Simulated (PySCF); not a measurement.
**AlNaH2S: geometry relaxation**

AlNaH2S, computed with RKS PBE0-D4/def2-TZVP, density fitting (PySCF 2.14.0).

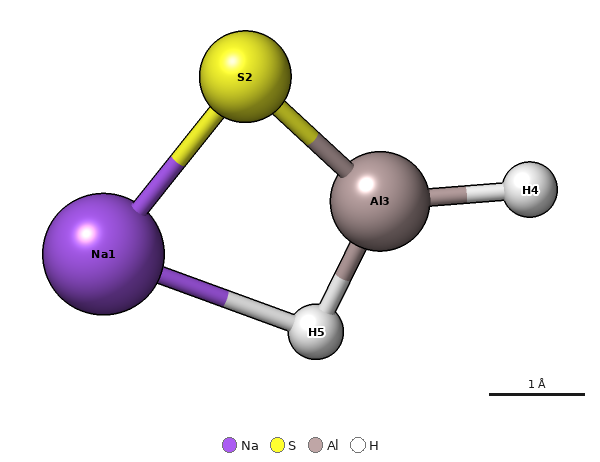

Figure 1. The starting structure (ball-and-stick view, seen at a tilt; atoms are numbered from 1 in the order of the input). Sticks mark near contacts. Bond lengths as drawn: Al–H 1.60 to 1.66 Å, Al–S 2.13 Å, H–Na 2.47 Å and Na–S 2.56 Å.

**Input file**
```python
import json, numpy as np
from pyscf import gto, scf, dft, mp, cc
EV, BOHR = 27.211386245988, 0.529177210903
mol = gto.M(atom="""
Na -0.056057 -2.333913 2.578646
S -1.001349 0.045555 2.461727
Al -1.119922 -0.564028 0.423803
H -1.721193 0.164131 -0.869259
H -0.509122 -2.085864 0.161007
""", basis="def2-tzvp", charge=0, spin=0, max_memory=4335, verbose=0)
def mean_field(mol, dm=None):
    mf = dft.RKS(mol, xc="pbe0").density_fit()
    mf.conv_tol = 1e-9; mf.grids.level = 4
    mf.kernel(dm0=dm)
    if not mf.converged: mf = mf.newton().run(mf.mo_coeff, mf.mo_occ)
    assert mf.converged
    return mf
def d4(mol):
    from pyscf.dispersion.dftd4 import DFTD4Dispersion
    real = gto.M(atom=[(mol.atom_pure_symbol(i), mol.atom_coord(i)) for i in range(5)], unit='B', charge=mol.charge, spin=None, basis='def2-svp', verbose=0)
    r = DFTD4Dispersion(real, xc="pbe0", atm=True).get_dispersion(grad=True); return r["energy"], r["gradient"]
def energy_and_gradient(mol, dm=None):
    mf = mean_field(mol, dm); e, g = d4(mol)
    return mf, (mf.e_tot + e) * EV, (mf.nuc_grad_method().kernel()[:5] + g) * EV / BOHR
out = {}
# rational-function steps on a BFGS-updated Hessian; the first Hessian (eV/A^2) comes from GFN2-xTB
H = np.load("h0.npy"); x = mol.atom_coords(unit="A").ravel(); dm = old = None; trust = 0.2; steps = []
for it in range(90):
    mol.set_geom_(x.reshape(-1, 3), unit="A"); mf, e, g = energy_and_gradient(mol, dm); g = g.ravel(); dm = mf.make_rdm1()
    print(f"relax step {it + 1}: E = {e:.6f} eV, largest force component {abs(g).max():.4f} eV/A", flush=True); steps.append([e, x.reshape(-1, 3).tolist(), (-g).reshape(-1, 3).tolist()])
    if abs(g).max() < 0.008: out['converged'] = True; break
    if old is not None:
        s, z = x - old[0], g - old[1]
        if s @ z > 1e-8: H = H + np.outer(z, z) / (s @ z) - np.outer(H @ s, H @ s) / (s @ H @ s)
        trust = max(0.03, trust / 2) if e > old[2] + 1e-4 else min(0.35, trust * 1.3)
    w, V = np.linalg.eigh(H); w = np.maximum(abs(w), 0.08); f = V.T @ g; M = np.diag(np.append(w, 0.0)); M[-1, :-1] = M[:-1, -1] = f
    dx = V @ (-f / (w - np.linalg.eigvalsh(M)[0])); big = np.linalg.norm(dx.reshape(-1, 3), axis=1).max(); dx *= min(1, trust / big)
    old = (x, g, e); x = x + dx
out.update(energy=e, forces=steps[-1][2], positions=steps[-1][1], steps=steps)
out['s2'] = mf.spin_square()[0]; out['nelec'] = mol.nelec
print(f"Total energy {out['energy']:.6f} eV, <S^2> {out['s2']:.4f}")
json.dump(out, open("out.json", "w"), default=float)
```

Launched with:
```bash
OMP_NUM_THREADS=2 python run.py
```

**The program's output**
```
relax step 1: E = -21874.063186 eV, largest force component 0.3948 eV/A
relax step 2: E = -21874.076554 eV, largest force component 0.1521 eV/A
relax step 3: E = -21874.077632 eV, largest force component 0.0294 eV/A
relax step 4: E = -21874.077740 eV, largest force component 0.0246 eV/A
relax step 5: E = -21874.077871 eV, largest force component 0.0159 eV/A
relax step 6: E = -21874.077879 eV, largest force component 0.0067 eV/A
```

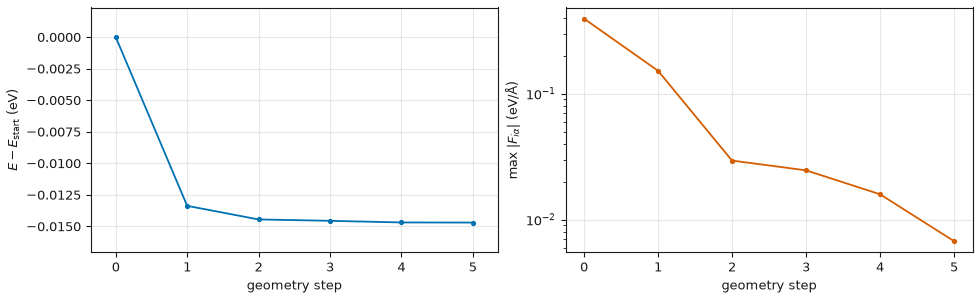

Figure 2. Progress of the relaxation, step by step (the first geometry is step 0 here and step 1 in the log).

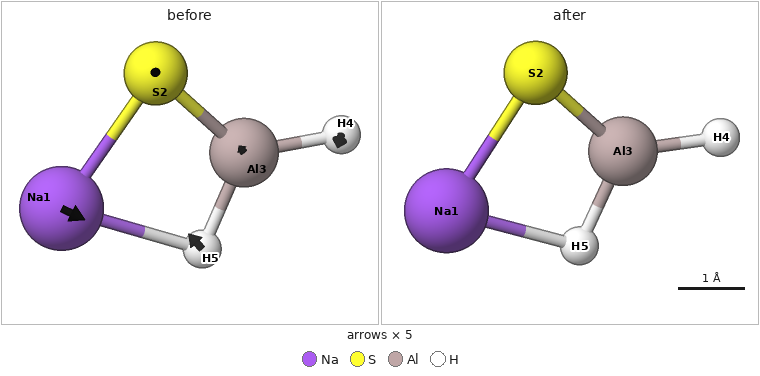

Figure 3. Before (left) and after (right) the relaxation, at one scale (ball-and-stick view, seen at a tilt). The black arrows give the displacements, magnified 5 times. After 5 geometry steps the energy has fallen by 0.015 eV. Largest force component: 0.39 eV/Å at the start, 0.0067 eV/Å at the end. The largest move after the best rigid fit is that of Na1, 0.082 Å. By element the largest moves are Na 0.082 Å, H 0.065 Å, Al 0.028 Å, S 0.023 Å. Distances before and after: Na1–H5 2.472 → 2.354 Å, S2–Al3 2.130 → 2.104 Å, Al3–H4 1.601 → 1.585 Å, Al3–H5 1.661 → 1.649 Å. (Atoms are counted from 1 in the order of the input.)

```
Total energy -21874.077879 eV, <S^2> 0.0000
```

**Trajectory as extended XYZ (Å, eV, eV/Å), 6 frames, from step=1 to step=6**
```
5
Properties=species:S:1:pos:R:3:forces:R:3 step=1 energy=-21874.06319
Na   -0.0561   -2.3339    2.5786   -0.0325   0.0982  -0.0744
S    -1.0013    0.0456    2.4617    0.0100  -0.2080  -0.3948
Al   -1.1199   -0.5640    0.4238   -0.0250   0.0680   0.2366
H    -1.7212    0.1641   -0.8693    0.1049  -0.1012   0.1537
H    -0.5091   -2.0859    0.1610   -0.0576   0.1428   0.0796
5
Properties=species:S:1:pos:R:3:forces:R:3 step=2 energy=-21874.07655
Na   -0.0411   -2.3111    2.4971    0.0247  -0.0519   0.0134
S    -1.0209    0.0312    2.4620   -0.0210   0.0549  -0.0358
Al   -1.1328   -0.5580    0.4432    0.0101  -0.0294   0.1521
H    -1.6754    0.1393   -0.8618   -0.0311   0.0603  -0.0982
H    -0.5395   -2.0772    0.2220    0.0172  -0.0344  -0.0313
5
Properties=species:S:1:pos:R:3:forces:R:3 step=3 energy=-21874.07763
Na   -0.0357   -2.3193    2.4974   -0.0101   0.0243   0.0103
S    -1.0350    0.0383    2.4629    0.0156  -0.0263   0.0045
Al   -1.1360   -0.5606    0.4496   -0.0180   0.0073  -0.0294
H    -1.6645    0.1434   -0.8710    0.0116  -0.0117   0.0227
H    -0.5400   -2.0837    0.2252    0.0010   0.0056  -0.0079
5
Properties=species:S:1:pos:R:3:forces:R:3 step=4 energy=-21874.07774
Na   -0.0377   -2.3172    2.5169    0.0010  -0.0049  -0.0107
S    -1.0267    0.0314    2.4598   -0.0026   0.0057   0.0083
Al   -1.1361   -0.5663    0.4458   -0.0097   0.0192  -0.0246
H    -1.6685    0.1475   -0.8671    0.0052  -0.0071   0.0149
H    -0.5421   -2.0851    0.2094    0.0062  -0.0135   0.0125
5
Properties=species:S:1:pos:R:3:forces:R:3 step=5 energy=-21874.07787
Na   -0.0375   -2.3202    2.5059    0.0016  -0.0030  -0.0008
S    -1.0279    0.0305    2.4627   -0.0025   0.0040  -0.0005
Al   -1.1371   -0.5643    0.4476    0.0082  -0.0159   0.0084
H    -1.6688    0.1452   -0.8655   -0.0021   0.0032  -0.0066
H    -0.5400   -2.0861    0.2167   -0.0052   0.0110  -0.0003
5
Properties=species:S:1:pos:R:3:forces:R:3 step=6 energy=-21874.07788
Na   -0.0359   -2.3235    2.5035   -0.0009   0.0024   0.0013
S    -1.0316    0.0269    2.4650    0.0017  -0.0041  -0.0012
Al   -1.1370   -0.5658    0.4491   -0.0038   0.0067   0.0017
H    -1.6674    0.1451   -0.8644    0.0000   0.0007  -0.0004
H    -0.5395   -2.0851    0.2163    0.0031  -0.0064  -0.0013
```

**Results in brief**

```json
{"quantity": "outcome", "value": "converged"}
{"quantity": "total energy", "value": "−21874.0779 eV"}
{"quantity": "largest force (length of the vector) at the end", "value": "0.008 eV/Å"}
{"quantity": "hardware", "value": "2 threads of Arm Neoverse V2, 23 GiB of memory available, shared host"}
{"quantity": "wall time", "value": "36 s (CPU time 67 s)"}
{"quantity": "peak memory", "value": "1.1 GiB"}
```
